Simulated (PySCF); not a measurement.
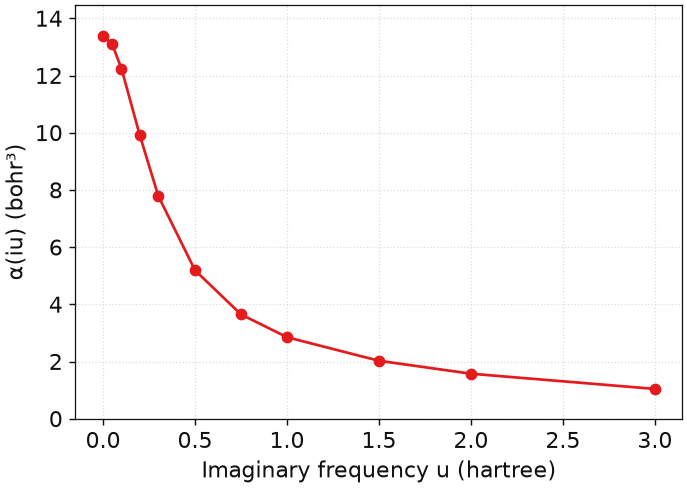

Dipole polarisability at imaginary frequency of In²⁺ ([Kr] 4d¹⁰ 5s). Coupled response at the PBE0 level; PySCF, aug-cc-pwCVDZ-PP with a 28-electron core potential, unrestricted single determinants, no spin-orbit coupling.

> What follows from the curve?

The static dipole polarisability is 13.4 bohr³; α(iu) falls to half of it near u = 0.37 hartree. The Casimir–Polder integral gives C₆ = 57.8 hartree bohr⁶ for two such species.
